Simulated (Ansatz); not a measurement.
# BH₃Cl (doublet): correlated methods under varied settings at distance B1–H4 along a hydrogen transfer = 1.504 Å

Aim: run BH₃Cl (doublet) at one geometry under a spread of methods and options, and see what each costs and gives.

The runs use Ansatz 0.2.0, Gaussian basis; the settings change from run to run.

19 further runs of the same task are left out: 9 for a known fault of the program, 1 for a mislabelled method, 5 that didn't finish, 4 set aside as unsound or not needed.

## (1) The system

The geometry derives from fragments relaxed apart (PBE0/def2-TZVP) and kept rigid, so it is no stationary point. A hydrogen atom is moved between rigid fragments.

5 atoms, charge 0, spin multiplicity 2.

Atoms are counted from 1 here; the program's logs count them from 0.

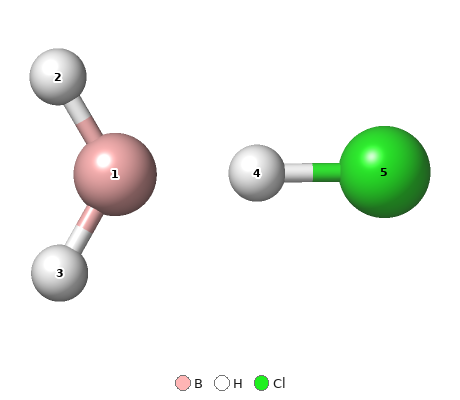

The geometry (boron pink, hydrogen white, chlorine green); atoms are numbered from 1 in the order of the file.

## (2) BCCD on ROHF/cc-pVDZ

Contents of in.yaml:

```yaml
crystal:
  periodic: [false, false, false]
  atoms:
    - {symbol: B, position_ang: [-2.059248, 0.000000, 0.000000]}
    - {symbol: H, position_ang: [-2.655982, 1.033571, 0.000000]}
    - {symbol: H, position_ang: [-2.655982, -1.033571, 0.000000]}
    - {symbol: H, position_ang: [-0.555248, 0.000000, 0.000000]}
    - {symbol: Cl, position_ang: [0.794752, 0.000000, 0.000000]}
basis:
  gaussian: {orbitals: cc-pVDZ, fitting: {mean_field: def2-universal-jkfit}}
magnetization: {spin_polarized: false, initial_magnetization: 1}
correlation: {method: bccd, electrons: outside_noble_gas}
output: {forces: true}
```

Started as:

```sh
ansatz run in.yaml --threads 1 --pin off --events-out ev --progress --plain --max-ram 2393MiB
```

Log, cut to the lines that bear on the results:

```text
Functional definition: HF
  name "HF"
  cite "Fock, Z. Phys. 61, 126 (1930) doi:10.1007/BF01340294"
  parent pbe
[...]
257 factors; integrals over basis functions are off by at most 2.6e-1 eV
[...]
mean field -13219.87211207 eV, -485.8213393675 hartree, gradient 2.9e-6 eV, S^2 0.750000; 1 other end points of the search recorded, 0 dependent functions left out
determinant -13219.87211207 eV, -485.8213393675 hartree, with singles and doubles -13227.06424114 eV, -486.0856452359 hartree
determinant -13217.77146698 eV, -485.7441420842 hartree, with singles and doubles -13225.18723977 eV, -486.0166667078 hartree
6 core orbitals not correlated: weight in the atoms' cores, before any rotation towards them, 1.000 or more for the frozen orbitals, at most 0.000 for the correlated occupied ones
reference -13219.87211207 eV, -485.8213393675 hartree; 7, 6 occupied and 34, 35 virtual orbitals, 257 factors
second order -6.16809622 eV of doubles, -0.07609195 eV of singles
cycle   1  -7.19402186 eV  change   -1.9e-3 eV  update   5.4e-3
[...]
cycle  10  -7.19152974 eV  change    3.7e-8 eV  update   7.3e-7
[...]
Total energy: -13227.06364181 eV, -486.0856232107 hartree
Atom 0 at    -2.059248     0.000000     0.000000 Å, force    -1.091604    -0.000000     0.000000 eV/Å
Atom 1 at    -2.655982     1.033571     0.000000 Å, force     0.200427     0.467568    -0.000000 eV/Å
Atom 2 at    -2.655982    -1.033571     0.000000 Å, force     0.200427    -0.467568    -0.000000 eV/Å
Atom 3 at    -0.555248     0.000000     0.000000 Å, force    -1.281753    -0.000000     0.000000 eV/Å
Atom 4 at     0.794752     0.000000     0.000000 Å, force     1.972502     0.000000    -0.000000 eV/Å
Dipole moment:    -0.499775    -0.000000     0.000000 e Å
```

Run time: 3.4 s. Hardware: 1 thread of Arm Neoverse V1, shared host.

From the report: correlation -7.1915 eV; largest double amplitude 0.04.

## (3) CCSD on UHF/cc-pVDZ

Changes to in.yaml since step 2:

```diff
@@ -9,5 +9,4 @@
 basis:
-  gaussian: {orbitals: cc-pVDZ, fitting: {mean_field: def2-universal-jkfit}}
-magnetization: {spin_polarized: false, initial_magnetization: 1}
-correlation: {method: bccd, electrons: outside_noble_gas}
-output: {forces: true}
+  gaussian: {orbitals: cc-pVDZ}
+magnetization: {spin_polarized: true, initial_magnetization: 1}
+correlation: {method: ccsd, electrons: valence, diis_vectors: 4}
```

Same command.

Log, cut to the lines that bear on the results:

```text
Functional definition: HF
  name "HF"
  cite "Fock, Z. Phys. 61, 126 (1930) doi:10.1007/BF01340294"
  parent pbe
[...]
456 factors; integrals over basis functions are off by at most 1.4e-3 eV
[...]
mean field -13220.01938446 eV, -485.8267515278 hartree, gradient 1.8e-6 eV, S^2 0.767555; 1 other end points of the search recorded, 0 dependent functions left out
determinant -13220.01938446 eV, -485.8267515278 hartree, with singles and doubles -13227.07065631 eV, -486.0858809889 hartree
determinant -13217.89694147 eV, -485.7487531868 hartree, with singles and doubles -13225.19048145 eV, -486.0167858371 hartree
6 core orbitals not correlated: weight in the atoms' cores, before any rotation towards them, 1.000 or more for the frozen orbitals, at most 0.000 for the correlated occupied ones
reference -13220.01938446 eV, -485.8267515278 hartree; 7, 6 occupied and 34, 35 virtual orbitals, 456 factors
second order -6.07807048 eV of doubles, -0.00000000 eV of singles
cycle   1  -7.05134657 eV  change   -7.5e-5 eV  update   4.0e-4
[...]
cycle   6  -7.05142468 eV  change   -9.2e-6 eV  update   3.0e-6
Total energy: -13227.07080914 eV, -486.0858866052 hartree
```

It took 1.7 s on 1 thread of Arm Neoverse V1, shared host.

From the report: ⟨S²⟩ of the determinant 0.768 (pure doublet: 0.75); correlation -7.0514 eV; T1 0.011; largest double amplitude 0.04.

## (4) MP2 on ROHF/STO-3G

Changes to in.yaml since step 3:

```diff
@@ -9,4 +9,4 @@
 basis:
-  gaussian: {orbitals: cc-pVDZ}
-magnetization: {spin_polarized: true, initial_magnetization: 1}
-correlation: {method: ccsd, electrons: valence, diis_vectors: 4}
+  gaussian: {orbitals: STO-3G}
+magnetization: {spin_polarized: false, initial_magnetization: 1}
+correlation: {method: mp2, electrons: all}
```

Launched as before.

Log:

```text
Functional definition: HF
  name "HF"
  cite "Fock, Z. Phys. 61, 126 (1930) doi:10.1007/BF01340294"
  parent pbe
  exchange = exact_x
  correlation = 0
196 factors; integrals over basis functions are off by at most 3.5e-5 eV
mean field evaluation 1: about -13074.5907 eV, gradient 1.4e1 eV
mean field evaluation 2: about -13074.6133 eV, gradient 1.4e1 eV
mean field evaluation 4: about -13076.2849 eV, gradient 9.1e-1 eV
mean field evaluation 8: about -13076.2919 eV, gradient 1.4e-3 eV
mean field -13076.29189721 eV, -480.5448637936 hartree, gradient 7.4e-6 eV, S^2 0.750000; 0 other end points of the search recorded, 0 dependent functions left out
mean field evaluation 16: about -13076.4175 eV, gradient 4.9e-1 eV
reference -13076.29189721 eV, -480.5448637936 hartree; 13, 12 occupied and 4, 5 virtual orbitals, 196 factors
second order -1.11128610 eV of doubles, -0.05986379 eV of singles
Total energy: -13077.46304710 eV, -480.5879027582 hartree
```

It took 0.09 s on 1 thread of Arm Neoverse V1, shared host.

## (5) HF/cc-pVDZ

Changes to in.yaml since step 4:

```diff
@@ -9,4 +9,7 @@
 basis:
-  gaussian: {orbitals: STO-3G}
-magnetization: {spin_polarized: false, initial_magnetization: 1}
-correlation: {method: mp2, electrons: all}
+  gaussian: {orbitals: cc-pVDZ, point_charges: [{charge: -1.00, position_ang: [5.432, -0.617, 0.783]}]}
+magnetization: {spin_polarized: true, initial_magnetization: 1}
+hamiltonian: {xc: hf}
+accuracy: high
+scf: {lower_state_search: full}
+output: {orbitals: {seedname: orbitals}}
```

Launched as before.

Log:

```text
Functional definition: HF
  name "HF"
  cite "Fock, Z. Phys. 61, 126 (1930) doi:10.1007/BF01340294"
  parent pbe
  exchange = exact_x
  correlation = 0
991 factors; integrals over basis functions are off by at most 3.9e-9 eV
mean field evaluation 1: about -13218.7063 eV, gradient 1.0e1 eV
mean field evaluation 2: about -13218.7264 eV, gradient 1.0e1 eV
mean field evaluation 4: about -13219.8124 eV, gradient 1.6e0 eV
mean field evaluation 8: about -13219.8528 eV, gradient 1.9e-1 eV
mean field evaluation 16: about -13219.8536 eV, gradient 3.1e-8 eV
mean field evaluation 32: about -13216.7488 eV, gradient 1.6e1 eV
mean field -13219.85356292 eV, -485.8206576987 hartree, gradient 3.1e-8 eV, S^2 0.770037; 2 other end points of the search recorded, 0 dependent functions left out
reference -13219.85356292 eV, -485.8206576987 hartree; 13, 12 occupied and 34, 35 virtual orbitals, 991 factors
Total energy: -13219.85356292 eV, -485.8206576987 hartree
```

It took 0.81 s on 1 thread of Arm Neoverse V1, shared host.

From the report: ⟨S²⟩ of the determinant 0.770 (pure doublet: 0.75).

## (6) All runs side by side

Where basis and cores are those of an earlier UCCSDT(Q)/cc-pVDZ run (-13227.2308 eV), and the state is the same kind, the miss against it is given.

```tsv
level	correlated	functions	energy (eV)	from UCCSDT(Q) (meV)	time
BCCD on ROHF/cc-pVDZ	outside noble gas	47	-13227.0636	167.1	3.4 s
CCSD on UHF/cc-pVDZ	valence	47	-13227.0708	160.0	1.7 s
MP2 on ROHF/STO-3G	all	17	-13077.4630		0.09 s
HF/cc-pVDZ (beside a point charge)		47	-13219.8536		0.81 s
```

## (7) Results

| quantity | value |
| --- | --- |
| runs | 4 |
| quickest | MP2 on ROHF/STO-3G, 0.09 s |
| slowest | BCCD on ROHF/cc-pVDZ, 3.4 s |

In words: Total energies in different bases, with other cores or another treatment of relativity can't be set against each other. BCCD on ROHF/cc-pVDZ took 37 times as long as MP2 on ROHF/STO-3G; the jobs differ in more than the method. Among the correlated runs with a miss given, it spans +160 to +167 meV.
